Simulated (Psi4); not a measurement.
# PBE0/6-311+G(d,p) run of [AlF4]− (fluoroaluminate)

What is the vertical ionisation energy of [AlF4]− (fluoroaluminate) at PBE0/6-311+G**? 

Program for the calculation: Psi4 1.11.

3 further runs of the same task are left out: 3 that didn't finish.

**1. The molecule**

The species is [AlF4]− (5 atoms), meant as a singlet with charge -1. As SMILES, `[F][Al-]([F])([F])[F]`. The coordinates come from a PBE0-D4/def2-TZVPD relaxation.

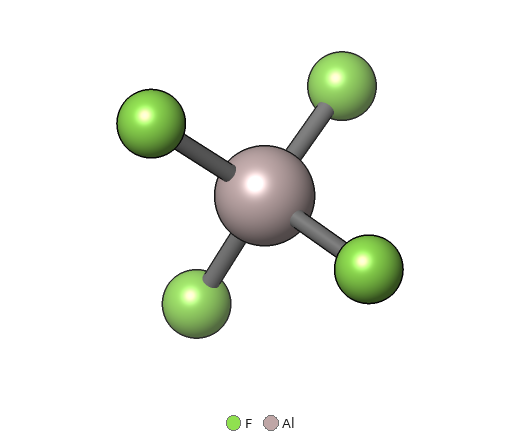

The structure, seen from a chosen angle (fluorine green, aluminium light grey).

**2. A single-point energy at PBE0/6-311+G(d,p)**

Input file job.json:

```json
{
 "schema_name": "qcschema_input",
 "schema_version": 1,
 "molecule": {
  "schema_name": "qcschema_molecule",
  "schema_version": 2,
  "symbols": ["F", "Al", "F", "F", "F"],
  "geometry": [-0.1918072, -0.55557948, 3.13694537, 0.0, 0.0, 0.0, -2.53790219, 1.69281666, -0.9376821, 0.06519555, -2.77770843, -1.57036241, 2.66432486, 1.64047125, -0.62890085],
  "molecular_charge": -1,
  "molecular_multiplicity": 1,
  "fix_symmetry": "c1"
 },
 "driver": "energy",
 "model": {
  "method": "pbe0",
  "basis": "6-311+G**"
 },
 "keywords": {
  "reference": "rks",
  "puream": true,
  "e_convergence": 1e-09,
  "d_convergence": 1e-08,
  "scf_type": "pk",
  "dft_radial_points": 99,
  "dft_spherical_points": 590,
  "scf_properties": ["MULLIKEN_CHARGES", "LOWDIN_CHARGES", "MAYER_INDICES"]
 }
}
```

Run with:

```
$ psi4 --qcschema job.json -n 1 --memory 1600MB
```

stdout:

```text
[...]
  Running in c1 symmetry.
[...]
  Nuclear repulsion =  239.890506116722207
[...]
  Multiplicity = 1
[...]
  Nalpha       = 25
  Nbeta        = 25
[...]
    Number of basis functions: 118
[...]
   @RKS iter   1:  -641.55318245941271   -1.00726e+00   8.31486e-03 ADIIS/DIIS
[...]
   @RKS iter   9:  -641.84343703346519   -1.49043e-10   4.86825e-09 DIIS
[...]
    Orbital Energies [Eh]
    ---------------------
    Doubly Occupied:
       1A    -55.965526     2A    -24.527784     3A    -24.527777
       4A    -24.527775     5A    -24.527773     6A     -3.996040
       7A     -2.527135     8A     -2.527135     9A     -2.527135
      10A     -0.987454    11A     -0.970770    12A     -0.970761
      13A     -0.970760    14A     -0.314216    15A     -0.266591
      16A     -0.266587    17A     -0.266586    18A     -0.233510
      19A     -0.233509    20A     -0.226265    21A     -0.226265
      22A     -0.226264    23A     -0.202506    24A     -0.202505
      25A     -0.202502
[...]
  @RKS Final Energy:  -641.84343703346519
   => Energetics <=
    Nuclear Repulsion Energy =            239.8905061167222073
    One-Electron Energy =               -1386.0432894462678632
    Two-Electron Energy =                 550.1348439227476774
    DFT Exchange-Correlation Energy =     -45.8254976266672784
    Empirical Dispersion Energy =           0.0000000000000000
    VV10 Nonlocal Energy =                  0.0000000000000000
    Total Energy =                       -641.8434370334651931
[...]
 Multipole Moments:
 ------------------------------------------------------------------------------------
     Multipole            Electronic (a.u.)      Nuclear  (a.u.)        Total (a.u.)
 ------------------------------------------------------------------------------------
 L = 1.  Multiply by 2.5417464519 to convert [e a0] to [Debye]
 Dipole X            :          0.0001048            0.0000076            0.0001124
 Dipole Y            :          0.0000184            0.0000000            0.0000184
 Dipole Z            :         -0.0000038           -0.0000000           -0.0000038
 Magnitude           :                                                    0.0001140
[...]
  Mulliken Charges: (a.u.)
   Center  Symbol    Alpha    Beta     Spin     Total
       1     F     4.68058  4.68058  0.00000 -0.36116
       2    AL     6.27770  6.27770  0.00000  0.44460
       3     F     4.68058  4.68058  0.00000 -0.36116
       4     F     4.68058  4.68058  0.00000 -0.36116
       5     F     4.68056  4.68056  0.00000 -0.36112
   Total alpha = 25.00000, Total beta = 25.00000, Total charge = -1.00000
  Lowdin Charges: (a.u.)
   Center  Symbol    Alpha    Beta     Spin     Total
       1     F     4.72059  4.72059  0.00000 -0.44118
[...]
```

The result, in JSON:

```text
{
 "driver": "energy",
 "model": {
  "method": "pbe0",
  "basis": "6-311+G**"
 },
 "success": true,
 "return_result": -641.8434370334652,
 "properties": {
  "calcinfo_nbasis": 118,
  "calcinfo_nmo": 118,
  "calcinfo_nalpha": 25,
  "calcinfo_nbeta": 25,
  "calcinfo_natom": 5,
  "nuclear_repulsion_energy": 239.8905061167222,
  "return_energy": -641.8434370334652,
  "scf_one_electron_energy": -1386.0432894462679,
  "scf_two_electron_energy": 550.1348439227477,
  "scf_xc_energy": -45.82549762666728,
  "scf_dipole_moment": [0.00011243245952563541, 1.8354583482538267e-05, -3.8356519652671395e-06],
  "scf_total_energy": -641.8434370334652,
  "scf_iterations": 9
 }
}
```

Wall time 17 s (1 thread of Intel Xeon Platinum 8259CL at 2.50GHz (Skylake/Cascade Lake), shared host); peak memory 0.7 GiB.

**3. Doublet neutral AlF4: energy and gradient at UPBE0/6-311+G(d,p)**

Input file job.py:

```python
import psi4

psi4.set_memory('1600 MB')
psi4.set_num_threads(1)
psi4.core.set_output_file('output.dat', False)

mol = psi4.geometry("""
0 2
F     -0.19180720    -0.55557948     3.13694537
Al     0.00000000     0.00000000     0.00000000
F     -2.53790219     1.69281666    -0.93768210
F      0.06519555    -2.77770843    -1.57036241
F      2.66432486     1.64047125    -0.62890085
units au
symmetry c1
""")

options = {'basis': '6-311+G**', 'reference': 'uks', 'puream': True, 'e_convergence': 1e-09, 'd_convergence': 1e-08, 'scf_type': 'pk', 'dft_radial_points': 99, 'dft_spherical_points': 590, 'maxiter': 200}
psi4.set_options(options)

energy_value, wavefunction = psi4.gradient('pbe0', molecule=mol, return_wfn=True)
psi4.oeprop(wavefunction, 'QUADRUPOLE', 'LOWDIN_CHARGES', 'MULLIKEN_CHARGES')
print('gradient / Eh bohr^-1')
print(energy_value.np.round(6))
print(f'energy = {wavefunction.energy():.10f} Eh')
for k, v in sorted(psi4.core.scalar_variables().items()):
    print(f'{k:45s} {v:18.10f}')
```

Run with:

```
$ python job.py
```

output.dat, shortened:

```text
[...]
  Running in c1 symmetry.
[...]
  Nuclear repulsion =  239.890506116722207
[...]
  Multiplicity = 2
[...]
  Nalpha       = 25
  Nbeta        = 24
[...]
    Number of basis functions: 118
[...]
   @UKS iter   1:  -641.41143578934077   -8.65512e-01   5.84325e-03 ADIIS/DIIS
[...]
   @UKS iter  33:  -641.55218080154714    4.54747e-12   8.88984e-09 DIIS
[...]
   @S^2 Observed:                7.573564885E-01
[...]
  @UKS Final Energy:  -641.55218080154714
   => Energetics <=
    Nuclear Repulsion Energy =            239.8905061167222073
    One-Electron Energy =               -1372.5466962515783962
    Two-Electron Energy =                 536.6100940685508931
    DFT Exchange-Correlation Energy =     -45.5060847352418207
    Empirical Dispersion Energy =           0.0000000000000000
    VV10 Nonlocal Energy =                  0.0000000000000000
    Total Energy =                       -641.5521808015471379
[...]
  -Total Gradient:
     Atom            X                  Y                   Z
    ------   -----------------  -----------------  -----------------
       1        0.003209953629     0.002681979578    -0.005797314915
       2       -0.008824661185    -0.003864995227    -0.008959714408
       3        0.008707788534    -0.003937954462     0.004286053922
       4        0.001482999197     0.008419542302     0.006011341190
       5       -0.004522678094    -0.003284885781     0.004384574326
[...]
 Multipole Moments:
 ------------------------------------------------------------------------------------
     Multipole            Electronic (a.u.)      Nuclear  (a.u.)        Total (a.u.)
 ------------------------------------------------------------------------------------
 L = 1.  Multiply by 2.5417464519 to convert [e a0] to [Debye]
 Dipole X            :         -0.1732136            0.0000076           -0.1732060
 Dipole Y            :         -0.0760212            0.0000000           -0.0760212
 Dipole Z            :         -0.1755652           -0.0000000           -0.1755652
 Magnitude           :                                                    0.2580750
 L = 2.  Multiply by 1.3450342976 to convert [e a0^2] to [Debye ang]
 Quadrupole XX       :       -146.5551165          122.2255345          -24.3295820
 Quadrupole XY       :         -0.3969860            0.0001363           -0.3968497
[...]
  Mulliken Charges: (a.u.)
   Center  Symbol    Alpha    Beta     Spin     Total
[...]
```

The script printed:

```text
gradient / Eh bohr^-1
[[ 0.00321   0.002682 -0.005797]
 [-0.008825 -0.003865 -0.00896 ]
 [ 0.008708 -0.003938  0.004286]
 [ 0.001483  0.00842   0.006011]
 [-0.004523 -0.003285  0.004385]]
energy = -641.5521808015 Eh
CURRENT ENERGY                                   -641.5521808015
CURRENT REFERENCE ENERGY                         -641.5521808015
DD SOLVATION ENERGY                                 0.0000000000
DFT FUNCTIONAL TOTAL ENERGY                      -641.5521808015
DFT TOTAL ENERGY                                 -641.5521808015
DFT VV10 ENERGY                                     0.0000000000
DFT XC ENERGY                                     -45.5060847352
GRID ELECTRONS ALPHA                               25.0000009390
GRID ELECTRONS BETA                                24.0000007058
GRID ELECTRONS TOTAL                               49.0000016448
NUCLEAR REPULSION ENERGY                          239.8905061167
ONE-ELECTRON ENERGY                             -1372.5466962516
PCM POLARIZATION ENERGY                             0.0000000000
PE ENERGY                                           0.0000000000
SCF ITERATION ENERGY                             -641.5521808015
SCF ITERATIONS                                     33.0000000000
SCF TOTAL ENERGY                                 -641.5521808015
TWO-ELECTRON ENERGY                               536.6100940686
XC GRID RADIAL POINTS                              99.0000000000
XC GRID SPHERICAL POINTS                          590.0000000000
XC GRID TOTAL POINTS                           283627.0000000000
```

It took 75 s on 1 thread of Intel Xeon Platinum 8259CL at 2.50GHz (Skylake/Cascade Lake), shared host; peak memory 0.7 GiB.

**4. Summary of results**

At PBE0/6-311+G**:

| quantity | value |
| --- | --- |
| singlet [AlF4]−: total energy | -641.84344 Eh |
| singlet [AlF4]−: HOMO energy | -5.51 eV |
| singlet [AlF4]−: LUMO energy | 4.05 eV |
| singlet [AlF4]−: HOMO–LUMO gap (to an unbound level, set by the basis) | 9.56 eV |
| doublet neutral AlF4: total energy | -641.55218 Eh |
| doublet neutral AlF4: dipole moment | 0.66 D |
| doublet neutral AlF4: HOMO energy (highest over α and β) | -11.78 eV |
| doublet neutral AlF4: LUMO energy (lowest over α and β) | -10.35 eV |
| doublet neutral AlF4: ⟨S²⟩ | 0.757 |
| doublet neutral AlF4: largest force on an atom | 0.677 eV/Å |
| vertical detachment energy (to the doublet neutral) | 7.925 eV |

Removing an electron at fixed nuclei costs 7.93 eV (765 kJ/mol). −ε(HOMO) before ionisation, 5.51 eV, is 2.42 eV below this ionisation energy. Mulliken charges (doublet neutral AlF4) run from -0.12 on F5 to +0.37 on Al2; in a basis this large or diffuse they mean little.
